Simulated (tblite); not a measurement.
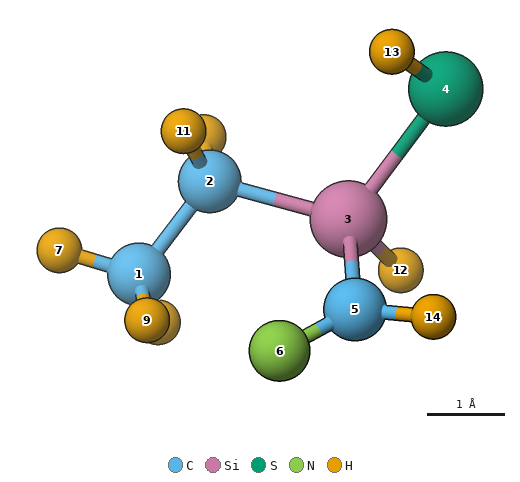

**Figure 1.** The structure (ball-and-stick view, seen at a tilt; atoms are numbered from 1 in the order of the input). Bond lengths as drawn: C–C 1.53 Å, C–H 1.09 Å, C–N 1.21 Å, C–Si 1.90 to 1.96 Å, H–S 1.33 Å, H–Si 1.46 Å and S–Si 2.16 Å.

**Frequency calculation of C3H8NSSi**

System: C3H8NSSi, multiplicity 2.
Method: GFN2-xTB harmonic vibrations, gas phase (tblite 0.8.0).

It belongs to a series of runs on one base structure; here: H added to sp C.

What the program printed:
```
mode    cm-1     km/mol
  1      48.8     18.26
  2      74.9      0.12
  3     106.8      5.45
  4     124.8      0.95
  5     142.4     52.33
  6     163.2      5.20
  7     259.5      1.81
  8     274.4      3.07
  9     326.8     20.85
 10     489.4     39.36
 11     541.5     24.94
 12     574.1     53.88
 13     596.2     88.25
 14     700.6      1.32
 15     716.4     91.52
 16     738.7     80.83
 17     743.5    124.26
 18     980.6     12.44
 19    1023.3      8.99
 20    1055.0     12.07
 21    1073.2     16.64
 22    1226.2      1.46
 23    1275.3      3.66
 24    1418.8      3.11
 25    1456.6      0.75
 26    1501.5      6.83
 27    1501.9      2.98
 28    1846.3      9.92
 29    2300.9    189.62
 30    2458.7    105.97
 31    2799.1     20.17
 32    2949.2     24.60
 33    2962.7     17.21
 34    3017.8     11.21
 35    3030.9     33.64
 36    3038.9     29.83
```

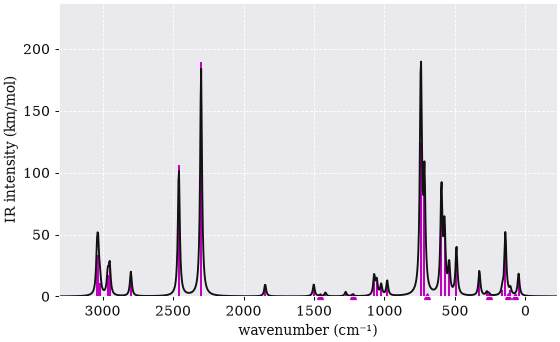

**Figure 2.** Harmonic infrared spectrum, unscaled: sticks (degenerate modes added up, dark ones marked on the axis) with a Lorentzian envelope of 16 cm⁻¹ full width, scaled to the tallest stick. 36 modes from 49 to 3039 cm⁻¹, none imaginary. The strongest line is at 2301 cm⁻¹ (190 km/mol).

This output came from the following input.

Input file:
```
{"job": {"kind": "ir", "xc": "GFN2-xTB", "basis": "xTB"}, "charge": 0, "multiplicity": 2}
C     -1.622799    -0.866304     0.433268
C     -1.023187     0.498811     0.111355
Si     0.622336     0.354791    -0.823487
S      1.645305     2.248951    -1.008380
C      1.813971    -0.840673     0.178535
N      1.400171    -1.575681     1.044291
H     -2.522314    -0.756726     1.034995
H     -1.881616    -1.400506    -0.477809
H     -0.902950    -1.465384     0.988802
H     -1.732422     1.083678    -0.479370
H     -0.870870     1.044627     1.046560
H      0.553171    -0.127838    -2.197753
H      1.667973     2.552341     0.281729
H      2.852555    -0.750560    -0.154901
```

The first line tells a small driver script what to run in tblite; the rest is the geometry in Å.

Launched with:
```bash
OMP_NUM_THREADS=1 python <driver script> task.json out
```

Results in brief:

```json
{"quantity": "outcome", "value": "converged"}
{"quantity": "total energy", "value": "−498.2855 eV"}
{"quantity": "zero-point energy", "value": "62.2420 kcal/mol"}
{"quantity": "hardware", "value": "1 CPU thread, shared host"}
{"quantity": "peak memory", "value": "0.18 GiB"}
```
